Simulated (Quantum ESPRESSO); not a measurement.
# Energy and gap at +3 % biaxial strain: 2H-MoOSe, 1 layer

Method. Quantum ESPRESSO 7.5 driven by ASE, PBE, GBRV ultrasoft, ESM (bc1); atomic heights clamped; cell area 8.151 Å² at zero strain.

```
strain (%)  energy (meV a cell)  gap on the mesh (eV)
        −3               118.54                 1.132
      −1.5                27.90                 0.953
         0                 0.00                 0.791
      +1.5                27.62                 0.644
```

To predict: What are energy and gap at +3 %, and how stiff is the sheet?

**Fit.** About zero, E'' = (27.90 + 27.62 − 2 × 0.00)/1.5² = 24.68 meV per %² and E' = (27.62 − 27.90)/3 = −0.09 meV per %. With E = A K ε², where K = (C11 + C22)/2 + C12 (C11 + C12 for a hexagonal sheet), K = 24.68 × 10/(2 × 8.151) × 16.02 = 242 N/m. The parabola gives E(+3 %) = 0.00 + 3 × (−0.09) + 4.5 × 24.68 = 110.8 meV. Continuing the last slope, the gap is 2 × 0.644 − 0.791 = 0.497 eV.

**The withheld run.** E = 104.1 meV and the gap 0.512 eV. The parabola misses by +6.7 meV, too high, since bonds soften under tension. The gap's line misses by −0.015 eV.

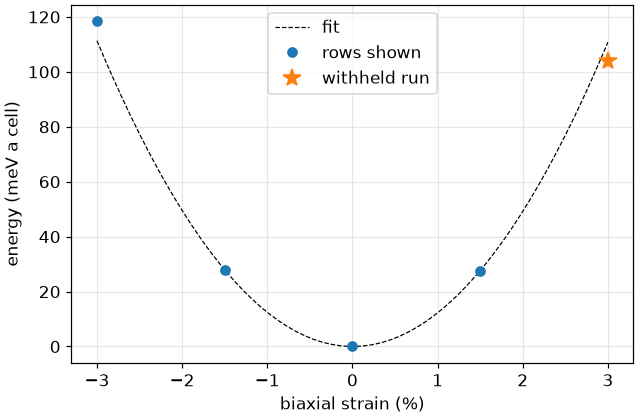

The rows shown, the fit and the withheld run.

**Limits.** Clamped heights stiffen sheets with several planes. Semilocal gap, no spin-orbit coupling.

[Logs are printed without paths, hosts, clocks, repeated set-up lines and the standing remarks that a program may print on its own settings, such as how far it seeks lower states.]
